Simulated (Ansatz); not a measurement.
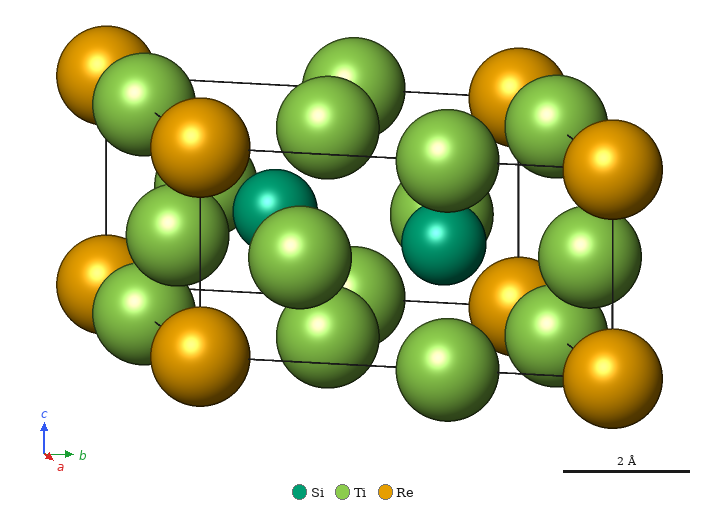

View slightly off an axis, drawn as a spheres-only model. One simulation cell is framed, with atoms on its boundary repeated.

```xyz
9
Lattice="3.4491 5.9739 0.0000 -3.4491 5.9739 0.0000 0.0000 0.0000 3.3851" Properties=species:S:1:pos:R:3 pbc="T T T"
Si   -0.0003    3.9828    1.6926
Si    0.0003    7.9651    1.6926
Ti    0.6871    5.9739    0.0000
Ti    1.3810    2.3920    0.0000
Ti    1.3810    9.5559    0.0000
Ti   -1.7811    5.9739    1.6926
Ti    2.6151    4.5294    1.6926
Ti    2.6151    7.4184    1.6926
Re    0.0000    0.0000    0.0000
```

The calculation used Ansatz 0.2.0, DFT, PAW plane waves, r2SCAN, with plane waves up to 500 eV, a 6×6×10 k-point mesh, Fermi-Dirac smearing of 0.014 eV, no spin polarisation. The pressure of the cell is 10 GPa.

Question: List the Bader charges.

Answer: Ti +1.03 to +1.20 e; Re -2.81 e; Si -1.94 e.

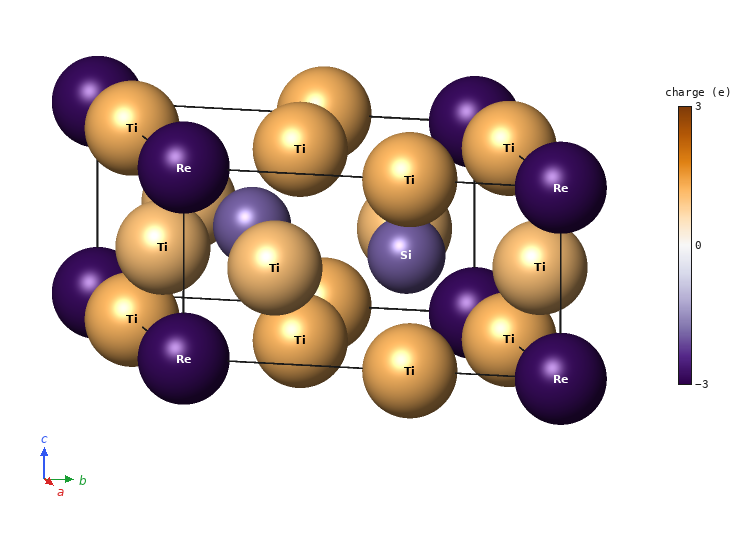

The atoms coloured by those charges.

Origin: a generated cell, made by putting these elements into a known structure type (the compound may or may not exist in this form); unrelaxed. It was run through Ansatz as a DFT input.

At this level of theory the cell isn't at rest (compressed, at 10 GPa and forces up to 3.1 eV/Å), so its distances can differ from those at equilibrium, the more so the softer the solid.
